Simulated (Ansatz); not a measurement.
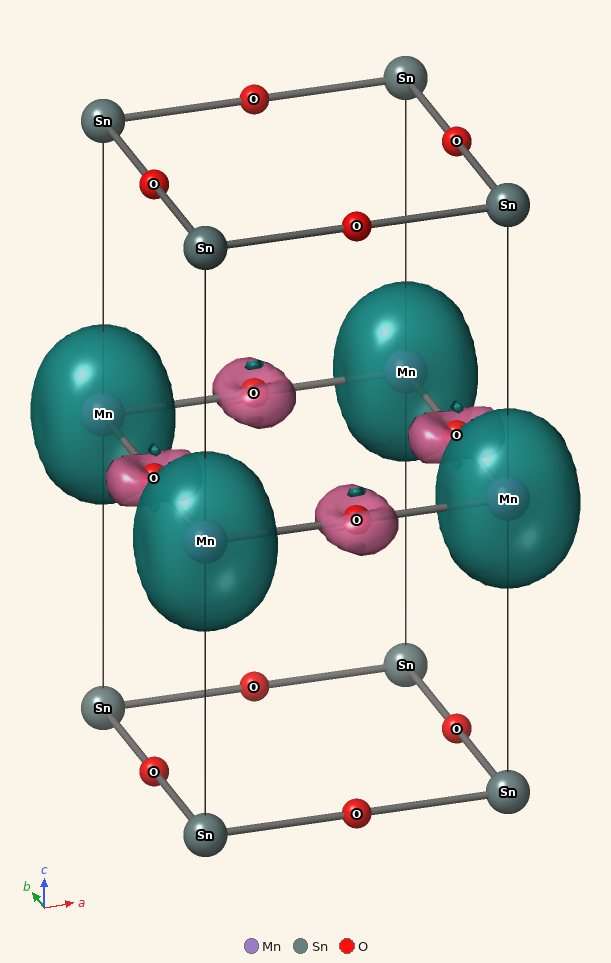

Figure. MnSnO4. Isosurfaces of the magnetisation density (up minus down) at +0.15 (teal) and −0.15 e/Å³ (pink), seen at an oblique angle. Sticks mark near contacts.

Space group P4/mmm; a structure generated by program, which may or may not match a known phase; spin-polarised.

The calculation used Ansatz, DFT PBE+D3(BJ), scalar-relativistic, plane waves, PAW.

The density is the valence pseudo-density of a PAW calculation; it isn't the true density close to the nuclei.

**Which atoms carry the moments, and with what signs?**

The spin density sits on Mn: +2.7 μB in one cell of 6 atoms, with smaller moments on other sites: O (up to −0.13 μB): parallel main moments, as they must be, since the calculation's own cell holds one magnetic site. The cell of the calculation (6 atoms) carries 3.1 μB of net spin moment.
